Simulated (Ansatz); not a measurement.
Input

```
crystal:
  periodic: [false, false, false]
  atoms:
    - {symbol: Si, position_ang: [-3.886575, 1.932956, -0.275912]}
    - {symbol: Si, position_ang: [-1.386293, -3.159389, 2.754769]}
    - {symbol: Si, position_ang: [1.680507, -3.431049, -0.367575]}
    - {symbol: Si, position_ang: [-1.062614, 2.082599, -2.977626]}
    - {symbol: Si, position_ang: [1.601633, -0.672439, -2.971103]}
    - {symbol: Si, position_ang: [-1.083289, -0.677055, -0.271214]}
    - {symbol: Si, position_ang: [-1.135209, 1.884805, 2.529726]}
    - {symbol: Si, position_ang: [1.640751, -0.700171, 2.414774]}
    - {symbol: Si, position_ang: [1.628300, 2.055106, -0.249043]}
    - {symbol: Si, position_ang: [4.343703, -0.685929, -0.256909]}
    - {symbol: Si, position_ang: [-2.529188, -1.884051, 1.137413]}
    - {symbol: Si, position_ang: [-2.415818, 0.700041, -1.639041]}
    - {symbol: Si, position_ang: [-2.753401, 3.159674, 1.387499]}
    - {symbol: Si, position_ang: [0.247804, -2.055223, -1.628255]}
    - {symbol: Si, position_ang: [0.278398, -1.932962, 3.886390]}
    - {symbol: Si, position_ang: [2.978311, -2.082827, 1.060632]}
    - {symbol: Si, position_ang: [0.253778, 0.685419, -4.343839]}
    - {symbol: Si, position_ang: [0.366949, 3.430797, -1.681316]}
    - {symbol: Si, position_ang: [2.970119, 0.672129, -1.603698]}
    - {symbol: Si, position_ang: [0.272193, 0.677132, 1.083200]}
    - {symbol: H, position_ang: [-4.697794, 2.882449, -1.124289]}
    - {symbol: H, position_ang: [-4.843303, 0.979083, 0.395478]}
    - {symbol: H, position_ang: [-2.379895, -3.680485, 3.765651]}
    - {symbol: H, position_ang: [-0.749276, -4.346828, 2.080412]}
    - {symbol: H, position_ang: [2.605108, -4.162190, -1.311791]}
    - {symbol: H, position_ang: [0.908245, -4.458933, 0.418775]}
    - {symbol: H, position_ang: [-1.939991, 2.960375, -3.840941]}
    - {symbol: H, position_ang: [2.491856, -1.546595, -3.826212]}
    - {symbol: H, position_ang: [-1.845958, 0.890528, 3.414836]}
    - {symbol: H, position_ang: [-0.303350, 2.778723, 3.416925]}
    - {symbol: H, position_ang: [2.557788, 0.184119, 3.230575]}
    - {symbol: H, position_ang: [2.514611, 2.889169, 0.647248]}
    - {symbol: H, position_ang: [5.256903, -1.517920, -1.124853]}
    - {symbol: H, position_ang: [5.196902, 0.179087, 0.638690]}
    - {symbol: H, position_ang: [-3.417714, -2.777435, 0.306388]}
    - {symbol: H, position_ang: [-3.413056, -0.889210, 1.848935]}
    - {symbol: H, position_ang: [-3.232050, -0.184421, -2.555534]}
    - {symbol: H, position_ang: [-3.763371, 3.681385, 2.381713]}
    - {symbol: H, position_ang: [-2.079335, 4.346761, 0.749492]}
    - {symbol: H, position_ang: [-0.649251, -2.889208, -2.513868]}
    - {symbol: H, position_ang: [1.127213, -2.882498, 4.697100]}
    - {symbol: H, position_ang: [-0.392196, -0.978912, 4.843496]}
    - {symbol: H, position_ang: [3.842188, -2.960605, 1.937465]}
    - {symbol: H, position_ang: [-0.642525, -0.179775, -5.196120]}
    - {symbol: H, position_ang: [1.121006, 1.517151, -5.257954]}
    - {symbol: H, position_ang: [1.310799, 4.161032, -2.607009]}
    - {symbol: H, position_ang: [-0.418262, 4.459421, -0.908880]}
    - {symbol: H, position_ang: [3.824642, 1.546139, -2.494623]}
basis:
  gaussian: {orbitals: def2-SVP, fitting: {mean_field: def2-universal-jkfit}, initial_orbitals: start.molden}
hamiltonian: {xc: pbe0, dispersion: d4}
scf: {omitted_lower_state_checks: [starts]}
output: {orbitals: {seedname: orbitals}}
```

Command:

```sh
ansatz run in.yaml --threads 2 --pin off --events-out ev --progress --plain --max-ram 20480MiB --backend cuda --devices 0, --max-vram 18GiB
```

Geometry: PBE-D4/def2-SVP.

All numbers below come from Ansatz, RKS PBE0-D4/def2-SVP.

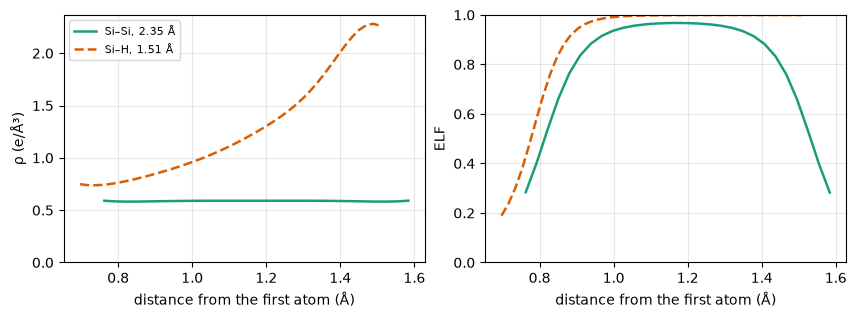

H28Si20 (Si20H28 off sphere). Total electron density and ELF along straight lines between neighbouring atoms. The curves leave out the atomic cores.

Compare the contacts.

Answer. Si–Si (2.35 Å): ρ is about 0.59 e/Å³ halfway; the ELF peaks at about 0.95 between the atoms; a covalent bond.
Si–H (1.51 Å): the density is about 0.74 e/Å³ at the midpoint; the ELF climbs to about 1 towards the hydrogen, as it does in any bond to H.
